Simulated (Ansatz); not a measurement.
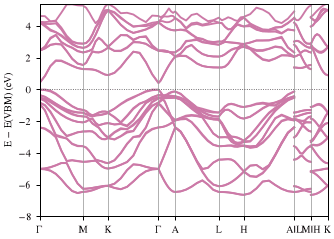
Figure. Band structure from r²SCAN with spin–orbit coupling (plane waves, PAW; program Ansatz)

**Question.** Read off the gap and where the band edges lie.

**Answer.** About 0.4 eV (0.41 eV by a search for the band edges); maximum on the Γ–M line, 10 % of the way from Γ, minimum at Γ.

The material is InP in space group P6_222 (No. 180; In on 3c, P on 3d).

The start of the workflow was typed in or built on a structure type; neither database checked (COD, Materials Project) lists it. It is not the phase usual at ambient conditions (space group No. 216). The r²SCAN relaxation kept the symmetry of its start; its stability against distortions is not shown here. Point labels and valley counts follow the cell and symmetry of the run, lower than the named group.

Potentials: the later of the program's two PAW sets.
